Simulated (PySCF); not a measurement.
# C2H7OSSi, doublet, SMILES `[SiH3]O[CH]CS`: electronic structure

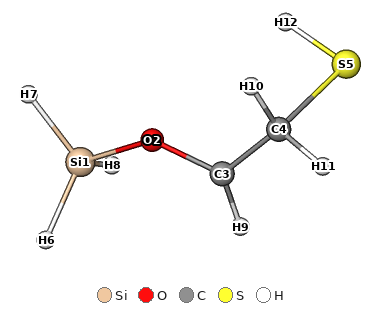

The molecule, with its atoms numbered as below. No frequency check shows the geometry to be a minimum.

Cartesian coordinates (Å):

```
Si1     -2.4496    0.3293   -0.0322
O2      -0.9706   -0.2599    0.3382
C3       0.0018   -0.8432   -0.3655
C4       1.2971   -0.9916    0.2295
S5       2.3831    0.5891   -0.0831
H6      -3.3003   -0.7444   -0.5486
H7      -2.8220    0.8128    1.2856
H8      -2.3312    1.3748   -1.0503
H9      -0.1354   -0.9564   -1.4303
H10      1.2723   -1.0778    1.3116
H11      1.9038   -1.7633   -0.2321
H12      1.5496    1.4059    0.5537
```

### 1. Bonding charge

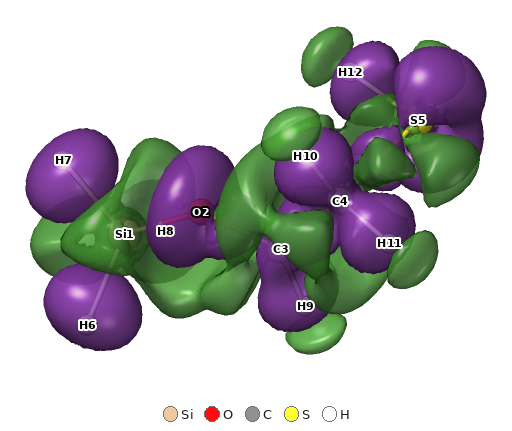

Deformation density (molecule less spherical, spin-averaged free atoms at the same positions), surfaces at ±0.05 e/Å³; purple: gain, green: loss.

Level of theory: HF/cc-pVDZ (PySCF), at a geometry from GFN2-xTB. The stability of the open-shell solution wasn't checked. GFN2-xTB doesn't know the spin state, so this open-shell geometry is rough.

Q: Describe the bonding that the map shows.

A: The five largest and four smallest: C3–H9: +0.72 e/Å³ at the bond critical point (bond length 1.08 Å, Mayer order 1.0). C4–H10: +0.72 e/Å³ at the bond critical point (bond length 1.09 Å, Mayer order 1.0). C4–H11: +0.71 e/Å³ at the bond critical point (bond length 1.08 Å, Mayer order 1.0). C3–C4: +0.68 e/Å³ at the bond critical point (bond length 1.43 Å, Mayer order 1.1). C4–S5: +0.20 e/Å³ at the bond critical point (bond length 1.94 Å, Mayer order 0.9). Si1–H6: +0.18 e/Å³ at the bond critical point (bond length 1.46 Å, Mayer order 0.9). S5–H12: +0.14 e/Å³ at the bond critical point (bond length 1.33 Å, Mayer order 1.0). O2–C3: +0.11 e/Å³ at the bond critical point (bond length 1.33 Å, Mayer order 1.0); up to 0.6 Å beside the axis the gain reaches +0.37 e/Å³. Si1–O2: −0.02 e/Å³ at the bond critical point (bond length 1.64 Å, Mayer order 1.0); up to 0.6 Å beside the axis the gain reaches +0.33 e/Å³. In all, 2.9 electrons gather in the regions of gain relative to the promolecule. A small or negative value marks a very polar bond, one between electron-rich atoms, whose free-atom densities already overlap strongly, a long bond to a heavier atom, or a closed-shell contact such as a hydrogen bond.

Q: Where do the Hirshfeld charges lie?

A: The highest Hirshfeld charge is on Si1 (+0.45 e), the lowest on O2 (−0.26 e).

```
atom  charge (e)
 Si1       +0.45
  O2       −0.26
  C3       +0.03
  C4       −0.06
  S5       −0.13
  H6       −0.09
  H7       −0.08
  H8       −0.09
  H9       +0.05
 H10       +0.06
 H11       +0.06
 H12       +0.05
```

### 2. Local ionisation energy

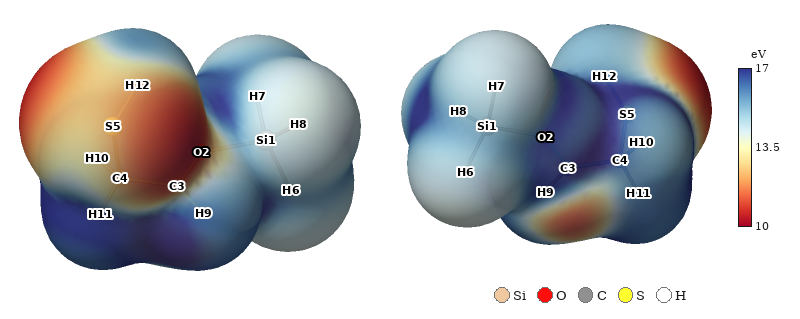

Average local ionisation energy on the surface of electron density 0.001 a.u. (back view left, front view right).

Q: Where are the most loosely bound electrons on this surface?

A: The lowest value is 10.4 eV, 2.3 Å from S5. Further minima include 11.4 eV, over C3, off the plane of its three bonds (2.0 Å); 14.0 eV, 1.5 Å from H8. For comparison, the highest occupied orbital lies at −8.2 eV.

Q: What volume does the surface enclose, and what is the dipole moment?

A: About 142 Å³; the dipole moment is 2.3 D.

### 3. Spin density

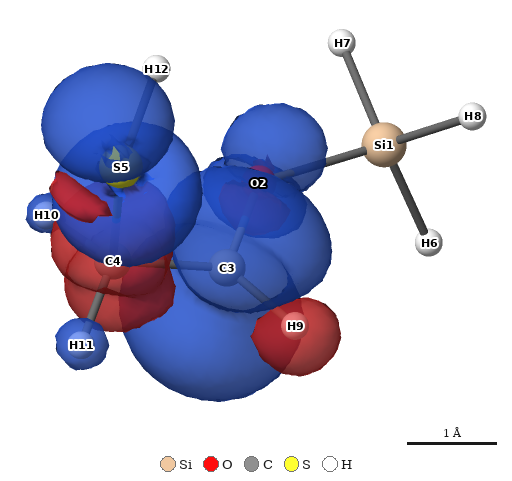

Spin density ρα − ρβ at ±0.02 e/Å³ (blue: excess α, red: excess β).

Q: Give the atomic spin populations that go with this picture.

A: Hirshfeld spin populations: C3 +0.67, S5 +0.18 and O2 +0.11. Spin polarisation leaves negative spin on C4 (−0.03). ⟨S²⟩ = 0.78, against 0.75 for a pure state. The picture also shows regions of β spin from spin polarisation; the Hirshfeld sums, whose atoms overlap, net them against the α spin of neighbours.

### 4. In an electric field

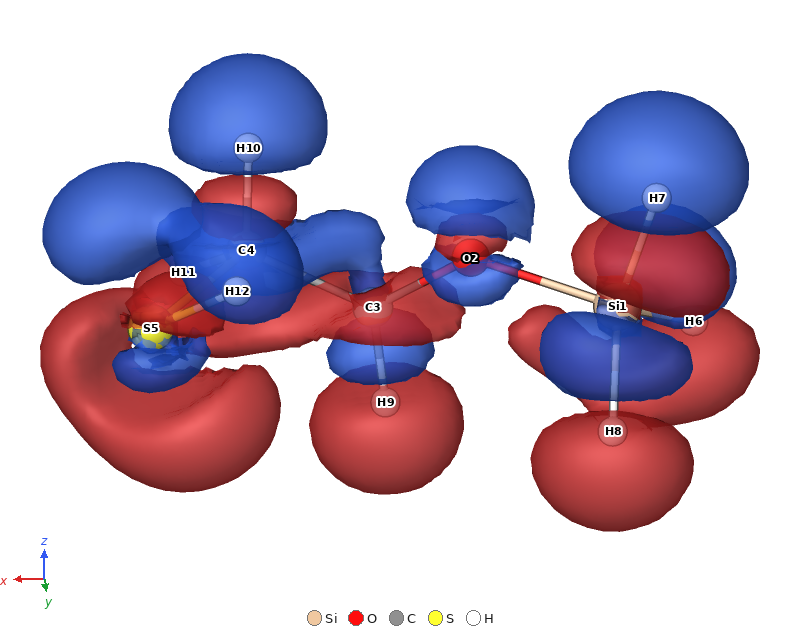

Change of the electron density in a uniform field of 0.26 V/Å, surfaces at ±0.0015 e/Å³ (blue: gain, red: loss).

Level of theory: B3LYP/6-311+G** (PySCF), at a geometry from GFN2-xTB. The basis has diffuse s and p functions alone, which still leaves polarisabilities too small, most of all across bonds. The stability of the open-shell solution wasn't checked. GFN2-xTB doesn't know the spin state, so this open-shell geometry is rough.

Q: Along which Cartesian direction does the field point?

A: Along −z: electrons gather on the +z side, against the field.

Q: How large is the response?

A: The induced dipole is 0.82 D (along the field); α along this axis, from the fields in both directions, is 65 bohr³ (9.6 Å³).

Q: Which atoms gain and lose the most charge?

A: Electrons gather most on H7 (Hirshfeld charge changes by −0.012 e) and leave H9 most (+0.009 e); 0.081 electrons are displaced in all.

### 5. Removing or adding an electron

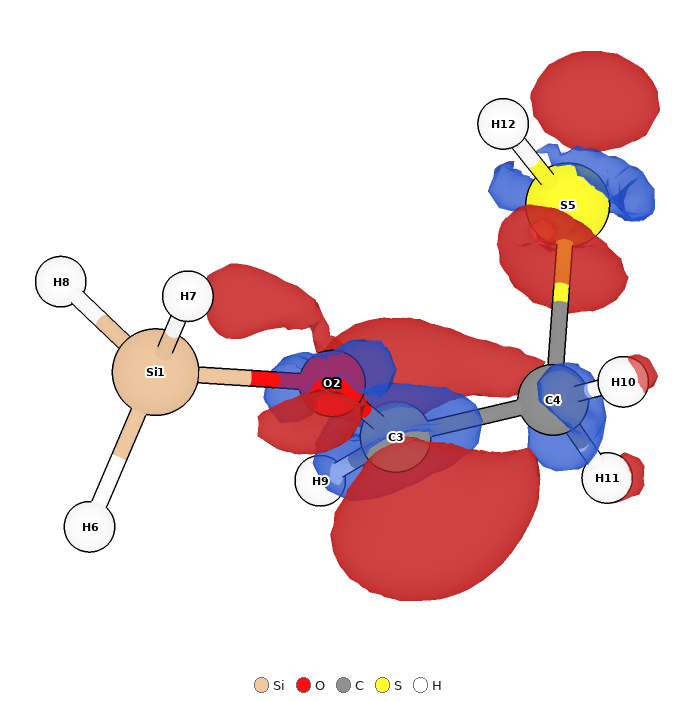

Fukui function f⁺ = ρ(N+1) − ρ(N) at fixed geometry, surfaces at ±0.03 e/Å³ (red positive, blue negative).

PySCF calculation, PBE/def2-SVPD, gas phase; geometry: GFN2-xTB. GFN2-xTB doesn't know the spin state, so this open-shell geometry is rough.

Q: On which atoms does the density change most on addition of an electron?

A: f⁺ (Hirshfeld-condensed) is largest on S5 (0.29) and C3 (0.18); the vertical electron affinity is 0.18 eV (to the singlet anion, which needn't be its lowest state; the anion's highest orbital has positive energy, so this value and f⁺ depend on the basis). Condensed values hint at sites of nucleophilic attack but needn't mark the atom that reacts. Orbital relaxation makes it negative in places (0.19 e in all).

| atom | f⁺ | charge |
| --- | --- | --- |
| Si1 | +0.10 | +0.38 |
| O2 | +0.05 | −0.18 |
| C3 | +0.18 | +0.02 |
| C4 | +0.05 | −0.07 |
| S5 | +0.29 | −0.12 |
| H6 | +0.04 | −0.07 |
| H7 | +0.03 | −0.07 |
| H8 | +0.04 | −0.07 |
| H9 | +0.08 | +0.03 |
| H10 | +0.04 | +0.05 |
| H11 | +0.04 | +0.05 |
| H12 | +0.05 | +0.03 |
